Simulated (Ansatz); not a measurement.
Eu₃Si

```xyz
4
Lattice="0.0000 0.0000 4.8379 4.8379 0.0000 0.0000 0.0000 4.8379 0.0000" Properties=species:S:1:pos:R:3 pbc="T T T"
Eu    0.0000    2.4190    2.4190
Eu    2.4190    2.4190    0.0000
Eu    2.4190    0.0000    2.4190
Si    0.0000    0.0000    0.0000
```

Space group Pm-3m; started from the antiAuCu3 prototype, which need not be the ambient phase; the SCF solution may not be the lowest one; no Hubbard U on the f states and no spin–orbit coupling; the program warned that another magnetic order may lie lower; spin-polarised.

Computed with Ansatz 0.2.0, DFT PBE, scalar-relativistic, plane waves, PAW.

In a PAW calculation such maps are meaningful between the atoms, not at the nuclei.

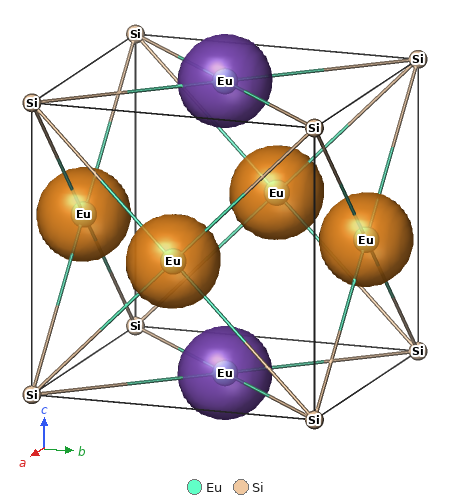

Figure 1. Isosurfaces of the spin density (up minus down) at +0.6 (orange) and −0.6 e/Å³ (purple), seen slightly off an axis. Sticks mark near contacts.

### Where is the spin, and how is it ordered?

The spin density sits on Eu: +6.9 μB (×2) and −6.7 μB in one cell of 4 atoms, with smaller moments on other sites: Si (up to −0.06 μB): ferrimagnetic (opposed moments on unlike sites) in this solution. The cell of the calculation (4 atoms) carries 7.3 μB of net spin moment.

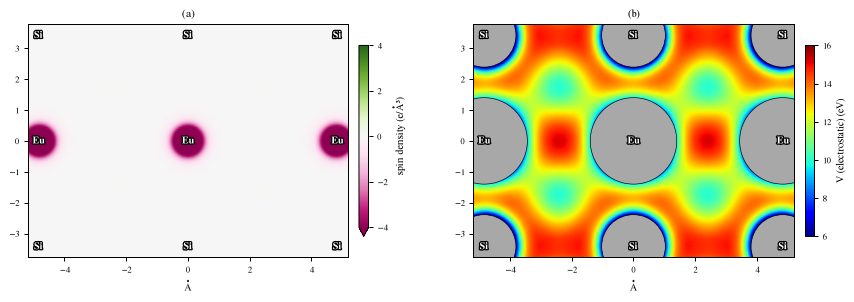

Figure 2. (a) magnetisation density (up minus down); (b) electrostatic potential energy of an electron on the (110) plane of the cell of the magnetic structure. Grey discs cover the atomic cores in the potential map.

### What do the fields say about this system?

- The plane passes through Eu and Si nuclei.
- Outside the cores the potential energy rises away from the atoms and is highest about 2.4 Å from the nearest atoms; its zero is arbitrary.
